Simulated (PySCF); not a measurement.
Zn(H)2, SMILES [ZnH2] at its PBE0/def2-SVP optimised geometry (Å):

```
3

Zn     0.0000     0.0000     0.0000
H     -1.5504     0.0000     0.0000
H      1.5504     0.0000     0.0000
```

Method: PySCF with PBE0/def2-TZVP.

Map of the Laplacian of the electron density (e/bohr⁵) on the plane z = 0.8 Å:

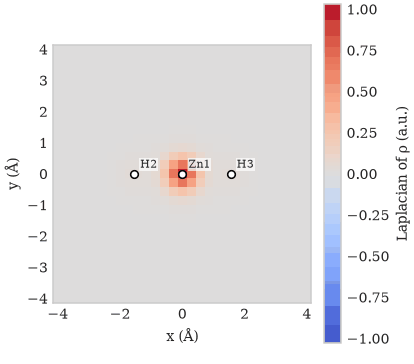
*Laplacian of the electron density (e/bohr⁵) on the plane z = 0.8 Å.*
